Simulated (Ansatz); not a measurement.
# H$_{4}$Si$_{2}$: what the fields show

Input

```
crystal:
  periodic: [false, false, false]
  atoms:
    - {symbol: Si, position_ang: [0.027956, -0.289582, -1.047271]}
    - {symbol: Si, position_ang: [-0.028242, 0.289499, 1.047102]}
    - {symbol: H, position_ang: [0.722238, -0.536333, 2.039470]}
    - {symbol: H, position_ang: [-0.721647, 0.537072, -2.039637]}
    - {symbol: H, position_ang: [-1.302864, 0.829217, 1.607532]}
    - {symbol: H, position_ang: [1.302549, -0.829864, -1.607196]}
basis:
  gaussian: {orbitals: def2-TZVP, initial_orbitals: start.molden}
hamiltonian: {xc: pbe0, dispersion: d4}
output: {orbitals: {seedname: orbitals}}
```

Launched as:

```sh
ansatz run in.yaml --threads 4 --pin off --events-out ev --progress --plain --max-ram 3916MiB
```

Geometry: PBE-D4/def2-TZVP.

Method: RKS PBE0-D4/def2-TZVP in Ansatz.

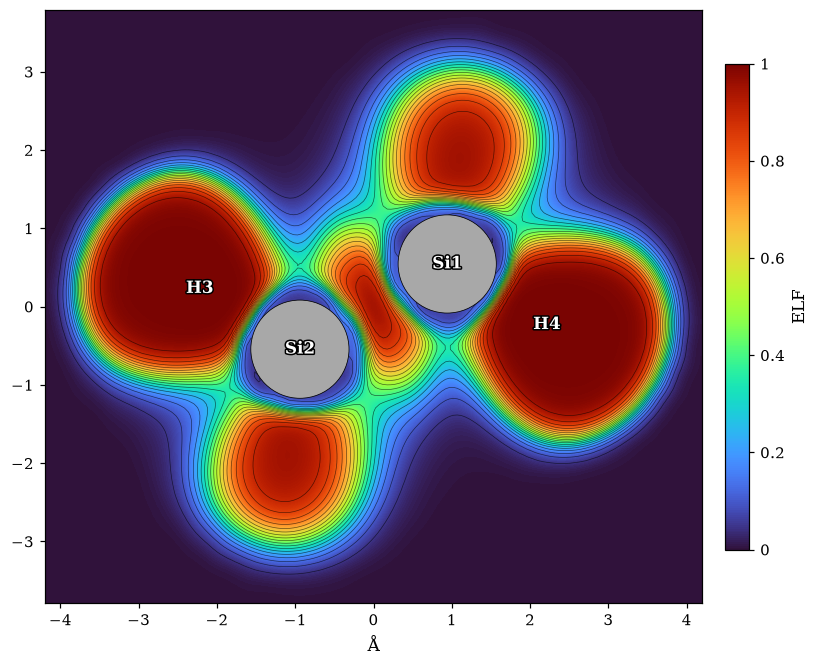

Figure 1. Electron localisation function on the plane of atoms Si2, Si1 and H4. Grey discs cover the atomic cores.

Q: Describe what can be read from this map.

A: Atoms in the plane: Si and H.
Si–Si (2.17 Å): the ELF peaks at about 0.95 between the atoms; a shared electron pair.
Si–H (1.49 Å): the ELF climbs to about 1 towards the hydrogen, as it does in any bond to H.

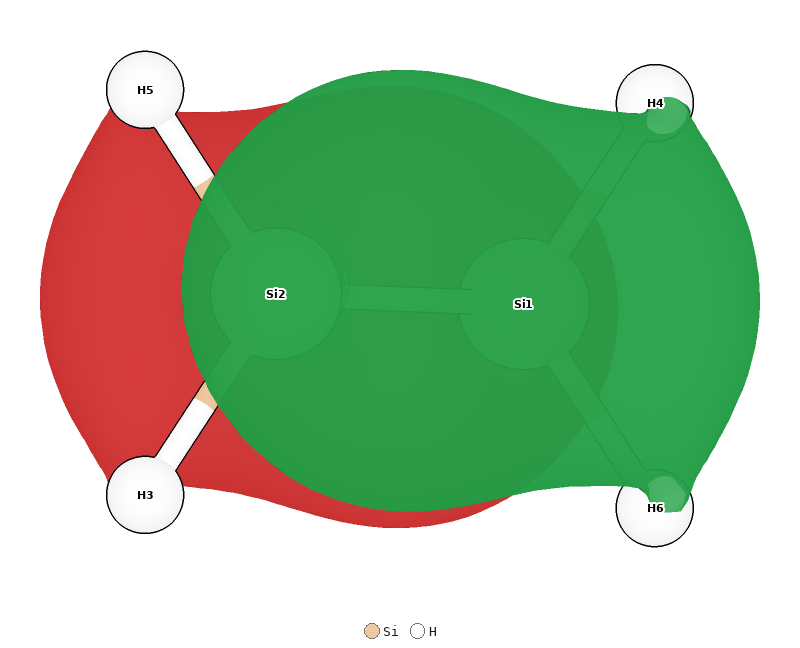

Figure 2. One frontier orbital at ±0.1 Å⁻³ᐟ² (green and red are the two phases), seen at a tilt.

Q: Which orbital is it: HOMO or LUMO?

A: The HOMO, at −6.16 eV. Its weight (Hirshfeld) is mainly on Si1 (about 45 %) and Si2 (about 45 %); it is ungerade (odd under inversion); π-bonding across Si1–Si2.

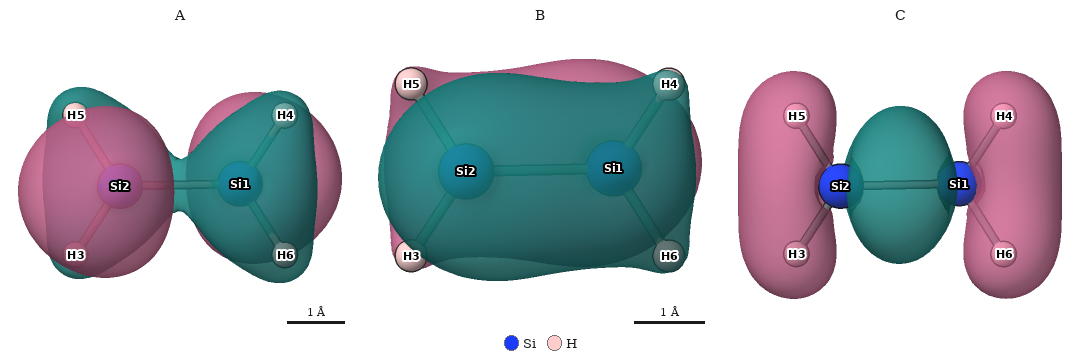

Figure 3. Three frontier orbitals at ±0.08 Å⁻³ᐟ² (teal and pink are the two phases), in no order.

Q: Which picture is the HOMO−1, the HOMO and the LUMO?

A: C is the HOMO−1 (−9.18 eV). Its weight (Hirshfeld) is mainly on Si1 (about 35 %), Si2 (about 35 %), H3 (about 5 %), H4 (about 5 %), H5 (about 5 %) and H6 (about 5 %); it is gerade (even under inversion). B is the HOMO (−6.16 eV). Its weight (Hirshfeld) is mainly on Si1 (about 45 %) and Si2 (about 45 %); it is ungerade (odd under inversion); π-bonding across Si1–Si2. A is the LUMO (−2.25 eV). By Hirshfeld shares it lies mainly on Si1 (about 45 %) and Si2 (about 45 %); it is gerade (even under inversion).

Q: What is the HOMO–LUMO gap?

A: 3.91 eV between the orbital energies.
